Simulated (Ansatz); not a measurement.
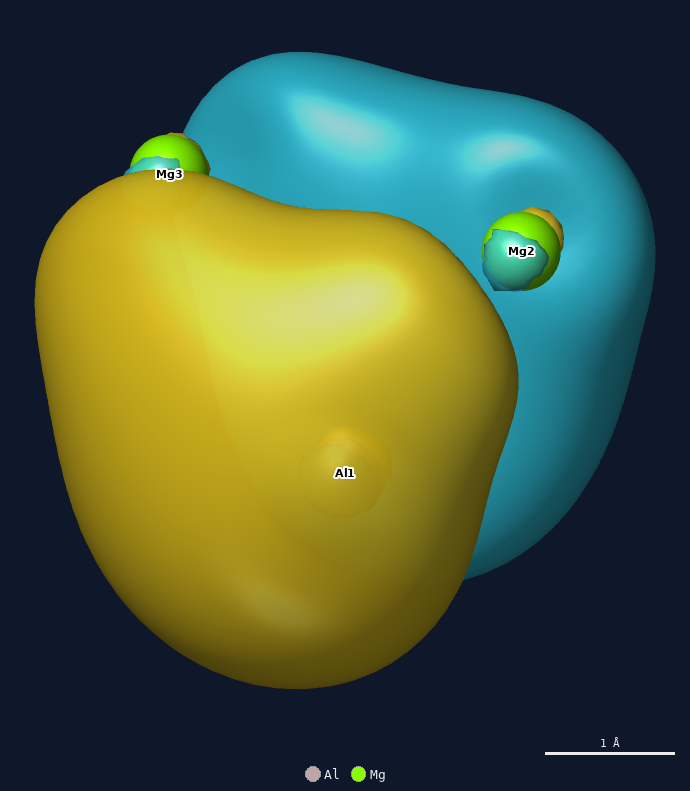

Figure. Al···Mg···Mg (doublet). The HOMO (α) at ±0.08 Å⁻³ᐟ² (yellow and cyan are the two phases), seen at a tilt.

Geometry: r2SCAN-D4/def2-TZVP.

Theory: Ansatz 0.2.0, UKS PBE0-D4/def2-TZVP.

### Where does this orbital lie, and at what energy?

It lies mainly on Al1 (about 55 %), Mg2 (about 20 %) and Mg3 (about 20 %); it changes sign across the molecular plane (π type). Its energy is −4.19 eV.
